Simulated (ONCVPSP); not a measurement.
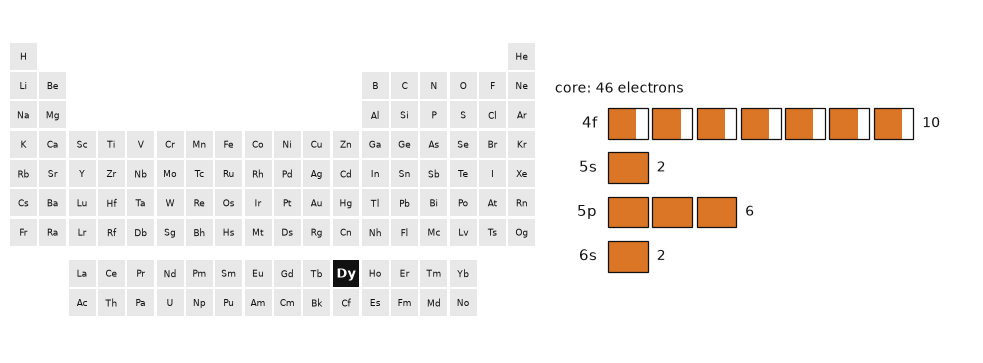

*Left, the place of dysprosium in the periodic table; right, the valence shells of the reference configuration: a box for each of the 2l + 1 orbitals, shaded by the share of the shell that is filled, with the electron count at the right. The shells are those of the unaltered input.*

Pseudopotential generation for Dy

System: dysprosium (Dy, Z = 66), core [Kr] 4d10, reference valence 4f10 5s2 5p6 6s2, valence charge 20. (This line and the method describe the unaltered input from which the odd one was made.)
Method: ONCV potential, PBEsol, non-relativistic, made with ONCVPSP 4.0.1.

Input:
```
# ATOM AND REFERENCE CONFIGURATION
# atsym  z   nc   nv     iexc    psfile
  Dy 69.00    9    4  -116133      upf
#
#   n    l    f
    1    0    2.00
    2    0    2.00
    2    1    6.00
    3    0    2.00
    3    1    6.00
    3    2   10.00
    4    0    2.00
    4    1    6.00
    4    2   10.00
    4    3   10.00
    5    0    2.00
    5    1    6.00
    6    0    2.00
#
# PSEUDOPOTENTIAL AND OPTIMIZATION
# lmax
    3
#
#   l,   rc,      ep,       ncon, nbas, qcut
    0    2.05    0.00    4    8    6.40
    1    2.05    0.00    4    9    5.80
    2    1.60    0.22    4    8    5.20
    3    1.40    0.00    4    8   12.10
#
# LOCAL POTENTIAL
# lloc, lpopt,  rc(5),   dvloc0
    4    4    1.05    3.00
#
# VANDERBILT-KLEINMAN-BYLANDER PROJECTORs
# l, nproj, debl
    0    2    3.60
    1    2    2.20
    2    3    2.80
    3    2    2.40
#
# MODEL CORE CHARGE
# icmod, fcfact, rcfact
    3    5.75    1.70
#
# LOG DERIVATIVE ANALYSIS
# epsh1, epsh2, depsh
   -3.00    5.00    0.02
#
# OUTPUT GRID
# rlmax, drl
    6.00    0.01
#
# TEST CONFIGURATIONS
# ncnf
    4
# nvcnf
#   n    l    f
    4
    4    3   10.00
    5    0    2.00
    5    1    6.00
    6    0    1.00
#
    4
    4    3   10.00
    5    0    2.00
    5    1    6.00
    6    0    0.00
#
    4
    4    3    9.00
    5    0    2.00
    5    1    6.00
    6    0    0.00
#
    4
    4    3   10.00
    5    0    2.00
    5    1    6.00
    6    0    1.50
#
```

The log's header says scalar-relativistic, as this program prints it for non-relativistic runs too.

Command:
```bash
oncvpspnr.x < Dy.dat > Dy.out
```

Output (extracts):
```
ONCVPSP  (Optimized Norm-Conservinng Vanderbilt PSeudopotential)
scalar-relativistic version 4.0.1

#   n    l    f        energy (Ha)
    1    0    2.00    -2.0256020E+03
    2    0    2.00    -3.2947692E+02
    2    1    6.00    -3.1483124E+02
    3    0    2.00    -7.5311385E+01
    3    1    6.00    -6.8650036E+01
    3    2   10.00    -5.6224047E+01
    4    0    2.00    -1.6178324E+01
    4    1    6.00    -1.3479432E+01
    4    2   10.00    -8.6081332E+00
    4    3   10.00    -2.4274359E+00
    5    0    2.00    -3.2997985E+00
    5    1    6.00    -2.5058105E+00
    6    0    2.00    -1.0051693E+00

Reference configufation results
  iterations    23
  all-electron total energy (Ha)   -1.29363459D+04

Begin loop to  construct optimized pseudo wave functions
and semi-local pseudopoentials for all angular momenta

Calculating optimized projector #   1

 for l=   0

    Fraction of norm inside rc  0.962576
    Optimizing pswf for qcut=   6.39 a_B^-1,  ecut=  20.44 Ha
    Residual kinetic energy error=  7.76D-07 Ha

    Energy error per electron        Cutoff
         Ha          eV             Ha
         0.01000     0.27211       10.52
         0.00100     0.02721       13.77
         0.00010     0.00272       16.32
         0.00001     0.00027       18.41

Calculating optimized projector #   2

 for l=   0

    Fraction of norm inside rc  0.149836
    Optimizing pswf for qcut=   6.39 a_B^-1,  ecut=  20.44 Ha
    Residual kinetic energy error=  3.34D-06 Ha

    Energy error per electron        Cutoff
         Ha          eV             Ha
         0.01000     0.27211       10.37
         0.00100     0.02721       14.19
         0.00010     0.00272       17.05
         0.00001     0.00027       19.50

WARNING wellstate: moderately localized bound state found for n= 6 l=  1
WARNING scattering state with energy  0.05000000
WARNING will be used for the first projector

   Wellstate for l =  1  n =  7
     eigenvalue =   0.0500
     asymptotic potential =   0.5500
     half-point radius =  3.6611

Calculating optimized projector #   1

 for l=   1

    Fraction of norm inside rc  0.922690
    Optimizing pswf for qcut=   5.80 a_B^-1,  ecut=  16.84 Ha
    Residual kinetic energy error=  7.54D-06 Ha

    Energy error per electron        Cutoff
         Ha          eV             Ha
         0.01000     0.27211        6.65
         0.00100     0.02721        8.49
         0.00010     0.00272       10.48
         0.00001     0.00027       16.81

Calculating optimized projector #   2

 for l=   1

    Fraction of norm inside rc  0.061388
    Optimizing pswf for qcut=   5.80 a_B^-1,  ecut=  16.84 Ha
    Residual kinetic energy error=  2.99D-05 Ha

    Energy error per electron        Cutoff
         Ha          eV             Ha
         0.01000     0.27211        5.97
         0.00100     0.02721        7.92
         0.00010     0.00272       14.19
         0.00001     0.00027       27.85

WARNING wellstate: moderately localized bound state found for n= 5 l=  2
WARNING scattering state with energy  0.05000000
WARNING will be used for the first projector

   Wellstate for l =  2  n =  7
     eigenvalue =   0.0500
     asymptotic potential =   0.5500
     half-point radius =  5.7447

   Wellstate for l =  2  n =  8
     eigenvalue =   2.8500
     asymptotic potential =   3.3500
     half-point radius =  3.3483

   Wellstate for l =  2  n =  9
     eigenvalue =   5.6500
     asymptotic potential =   6.1500
     half-point radius =  3.2409

Calculating optimized projector #   1

 for l=   2

    Fraction of norm inside rc  0.053603
    Optimizing pswf for qcut=   5.21 a_B^-1,  ecut=  13.57 Ha
    Residual kinetic energy error=  1.07D-04 Ha

    Energy error per electron        Cutoff
         Ha          eV             Ha
         0.01000     0.27211        8.18
         0.00100     0.02721       11.06
         0.00010     0.00272       13.99
         0.00001     0.00027       38.05

Calculating optimized projector #   2

 for l=   2

    Fraction of norm inside rc  0.038580
    Optimizing pswf for qcut=   5.21 a_B^-1,  ecut=  13.57 Ha
    Residual kinetic energy error=  7.86D-04 Ha

    Energy error per electron        Cutoff
         Ha          eV             Ha
         0.01000     0.27211       10.64
         0.00100     0.02721       13.32
         0.00010     0.00272       21.46
         0.00001     0.00027       41.08

Calculating optimized projector #   3

 for l=   2

    Fraction of norm inside rc  0.036710
    Optimizing pswf for qcut=   5.21 a_B^-1,  ecut=  13.57 Ha
    Residual kinetic energy error=  6.33D-03 Ha

    Energy error per electron        Cutoff
         Ha          eV             Ha
         0.01000     0.27211       13.08
         0.00100     0.02721       15.27
         0.00010     0.00272       48.33
         0.00001     0.00027      140.80

WARNING wellstate: negative energy specified for n= 5 l=  3
WARNING scattering state with energy  0.25000000
WARNING will be used for the first projector

   Wellstate for l =  3  n =  6
     eigenvalue =   0.2500
     asymptotic potential =   0.7500
     half-point radius =  4.3147

Calculating optimized projector #   1

 for l=   3

    Fraction of norm inside rc  0.967045
    Optimizing pswf for qcut=  12.09 a_B^-1,  ecut=  73.12 Ha
    Residual kinetic energy error=  4.99D-05 Ha

    Energy error per electron        Cutoff
         Ha          eV             Ha
         0.01000     0.27211       58.55
         0.00100     0.02721       65.45
         0.00010     0.00272       71.06
         0.00001     0.00027      137.92

Calculating optimized projector #   2

 for l=   3

    Fraction of norm inside rc  0.039241
    Optimizing pswf for qcut=  12.09 a_B^-1,  ecut=  73.12 Ha
    Residual kinetic energy error=  5.56D-05 Ha

    Energy error per electron        Cutoff
         Ha          eV             Ha
         0.01000     0.27211       52.92
         0.00100     0.02721       63.09
         0.00010     0.00272       70.98
         0.00001     0.00027      132.60

Construct Vanderbilt / Kleinmman-Bylander projectors

B matrix Hermiticity error, ll=   0
   1   2    1.1640E-08

  Orthonormal projector coefficients  1.0020E+01  1.6954E+00

B matrix Hermiticity error, ll=   1
   1   2   -1.5117E-08

  Orthonormal projector coefficients  6.7446E+00  1.1377E+00

B matrix Hermiticity error, ll=   2
   1   2    6.3251E-09
   1   3   -2.4671E-08
   2   3    1.6924E-08

  Orthonormal projector coefficients  9.1212E+00  4.1468E+00  1.0814E+00

B matrix Hermiticity error, ll=   3
   1   2    3.5147E-08

  Orthonormal projector coefficients -1.8130E+01 -6.3260E+00

Model core correction analysis
  based on d2Exc/dn_idn_j

d2excae - all-electron derivatives

   -2.468878D-02   -9.846133D-03   -8.040679D-03   -1.501256D-03
   -9.845940D-03   -2.842004D-02   -2.699179D-02   -3.503433D-03
   -8.040525D-03   -2.699172D-02   -2.704406D-02   -4.895272D-03
   -1.501172D-03   -3.502427D-03   -4.893558D-03   -3.924463D-02

d2excps - pseudofunction derivatives with no core correction

   -4.548768D-02   -1.896894D-02   -1.469684D-02   -3.049888D-03
   -1.896908D-02   -2.677649D-02   -2.584251D-02   -3.339580D-03
   -1.469690D-02   -2.584236D-02   -2.628971D-02   -4.810950D-03
   -3.049870D-03   -3.338475D-03   -4.809222D-03   -3.922618D-02

rms 2nd derivative error    6.607007E-03

rmatch, rhocmatch    0.6967   48.8560

Teter function model core charge with specified parameters

d2excps - pseudofunction derivatives with core correction

   -2.119078D-02   -9.919629D-03   -8.114172D-03   -1.494625D-03
   -9.919589D-03   -1.850294D-02   -1.901813D-02   -2.415613D-03
   -8.114112D-03   -1.901800D-02   -2.047845D-02   -4.111319D-03
   -1.494539D-03   -2.414562D-03   -4.109595D-03   -3.906610D-02

rms 2nd derivative error    4.216789E-03

Pseudoatom total energy -204.646746

Diagnostic tests using Vanderbilt-Kleinman-Bylander pseudopotentials
  1 or more projectors used as specified by nproj input data

   l    rcore       rmatch      e in        delta e   norm test  slope test

   0   2.0572281   2.1196900  -3.2997985   0.0000001   1.0000002   1.0000002
   0   2.0572281   2.1196900  -1.0051693   0.0000000   1.0000000   1.0000000

   1   2.0572281   2.1196900  -2.5058105   0.0000002   1.0000002   1.0000003
   1   2.0572281   2.1196900   0.0500000   0.0000000   1.0000000   1.0000000

   2   1.6001742   1.6487589   0.0500000  -0.0000000   1.0000000   1.0000000
   2   1.6001742   1.6487589   2.8500000  -0.0000001   1.0000000   1.0000000
   2   1.6001742   1.6487589   5.6500000   0.0000004   0.9999999   0.9999999

   3   1.4028514   1.4454450  -2.4274359  -0.0000000   1.0000000   1.0000000
   3   1.4028514   1.4454450   0.2500000  -0.0000003   1.0000001   1.0000001

 Testing for bound ghosts
   n   l    E NL Schr. Eq   E Basis Diag.   E Cutoff

   1   0       -3.299798       -3.299784     62.61
   2   0       -1.005169       -1.001604     62.61

   2   1       -2.505810       -2.505808     93.81

   3   2       -1.298065       -1.295812    174.97

   4   3       -2.427436       -2.427383    198.37

 Testing for highly-localized positive-energy ghosts
       l    <radius>/rc     E Basis Diag.   E Cutoff

       0        0.713832        2.245046     62.61  WARNING - GHOST(+)

Test configuration 0

   n   l     f        eae           eps        diff
   1   0  2.0000-2025.60200136
   2   0  2.0000 -329.47692098
   2   1  6.0000 -314.83123975
   3   0  2.0000  -75.31138451
   3   1  6.0000  -68.65003643
   3   2 10.0000  -56.22404738
   4   0  2.0000  -16.17832423
   4   1  6.0000  -13.47943155
   4   2 10.0000   -8.60813317
   4   3 10.0000   -2.42743586   -2.42743591   -4.75D-08
   5   0  2.0000   -3.29979851   -3.29979841    1.05D-07
   5   1  6.0000   -2.50581046   -2.50581025    2.11D-07
   6   0  2.0000   -1.00516929   -1.00516929    0.00D+00

    Total energies and differences
      AE_ref= -1.29363459D+04  AE_tst= -1.29363459D+04  dif=  0.00D+00
      PS_ref= -2.04646746D+02  PS_tst= -2.04646746D+02  dif=  2.44D-10
      PSP excitation error= -2.44D-10

Test configuration 1

   n   l     f        eae           eps        diff
   1   0  2.0000-2025.97539114
   2   0  2.0000 -329.84801600
   2   1  6.0000 -315.20263267
   3   0  2.0000  -75.68047156
   3   1  6.0000  -69.01923119
   3   2 10.0000  -56.59349426
   4   0  2.0000  -16.54633885
   4   1  6.0000  -13.84738799
   4   2 10.0000   -8.97588767
   4   3 10.0000   -2.79396943   -2.79474917   -7.80D-04
   5   0  2.0000   -3.65843469   -3.65924748   -8.13D-04
   5   1  6.0000   -2.86104120   -2.86147295   -4.32D-04
   6   0  1.0000   -1.27804340   -1.27819545   -1.52D-04

    Total energies and differences
      AE_ref= -1.29363459D+04  AE_tst= -1.29352045D+04  dif=  1.14D+00
      PS_ref= -2.04646746D+02  PS_tst= -2.03505251D+02  dif=  1.14D+00
      PSP excitation error= -6.35D-05

Test configuration 2

   n   l     f        eae           eps        diff
   1   0  2.0000-2026.37397213
   2   0  2.0000 -330.24374104
   2   1  6.0000 -315.59872616
   3   0  2.0000  -76.07368850
   3   1  6.0000  -69.41258211
   3   2 10.0000  -56.98716132
   4   0  2.0000  -16.93826442
   4   1  6.0000  -14.23924406
   4   2 10.0000   -9.36750173
   4   3 10.0000   -3.18405557   -3.18597499   -1.92D-03
   5   0  2.0000   -4.03815525   -4.04002506   -1.87D-03
   5   1  6.0000   -3.23607031   -3.23709144   -1.02D-03

    Total energies and differences
      AE_ref= -1.29363459D+04  AE_tst= -1.29337882D+04  dif=  2.56D+00
      PS_ref= -2.04646746D+02  PS_tst= -2.02088657D+02  dif=  2.56D+00
      PSP excitation error= -3.63D-04

Test configuration 3

   n   l     f        eae           eps        diff
   1   0  2.0000-2027.37674545
   2   0  2.0000 -331.28377172
   2   1  6.0000 -316.63134308
   3   0  2.0000  -77.15423609
   3   1  6.0000  -70.49161884
   3   2 10.0000  -58.06239580
   4   0  2.0000  -17.94440157
   4   1  6.0000  -15.24028192
   4   2 10.0000  -10.35738870
   4   3  9.0000   -4.13989778   -4.06087810    7.90D-02
   5   0  2.0000   -4.74857229   -4.76149446   -1.29D-02
   5   1  6.0000   -3.91286842   -3.91939453   -6.53D-03

    Total energies and differences
      AE_ref= -1.29363459D+04  AE_tst= -1.29301319D+04  dif=  6.21D+00
      PS_ref= -2.04646746D+02  PS_tst= -1.98468701D+02  dif=  6.18D+00
      PSP excitation error=  3.60D-02

Test configuration 4

   n   l     f        eae           eps        diff
   1   0  2.0000-2025.78548427
   2   0  2.0000 -329.65932675
   2   1  6.0000 -315.01378551
   3   0  2.0000  -75.49284828
   3   1  6.0000  -68.83155072
   3   2 10.0000  -56.40567983
   4   0  2.0000  -16.35928559
   4   1  6.0000  -13.66036557
   4   2 10.0000   -8.78897209
   4   3 10.0000   -2.60770079   -2.60805670   -3.56D-04
   5   0  2.0000   -3.47637340   -3.47675062   -3.77D-04
   5   1  6.0000   -2.68080779   -2.68100583   -1.98D-04
   6   0  1.5000   -1.14135103   -1.14140955   -5.85D-05

    Total energies and differences
      AE_ref= -1.29363459D+04  AE_tst= -1.29358094D+04  dif=  5.37D-01
      PS_ref= -2.04646746D+02  PS_tst= -2.04110146D+02  dif=  5.37D-01
      PSP excitation error= -1.34D-05
```

Outcome:

- outcome: generated
- ghost flags of the generator: 0 GHOST(-), 1 GHOST(+)
- largest excitation error printed: 980 meV
- hardware: 1 CPU thread, shared host
- wall time: 6.1 s

What is odd here:

The input is odd on purpose: z changed by +3 with the same occupations. The program ran to the end. The all-electron total energy moves by −1300 Ha against the unaltered input (−11641.0905 Ha), so the atom computed isn't the one that the system line describes. Warnings of the program, in the generation or the tests: wellstate: moderately localized bound state found for n= 5 l= 2; wellstate: moderately localized bound state found for n= 6 l= 1; wellstate: negative energy specified for n= 5 l= 3.
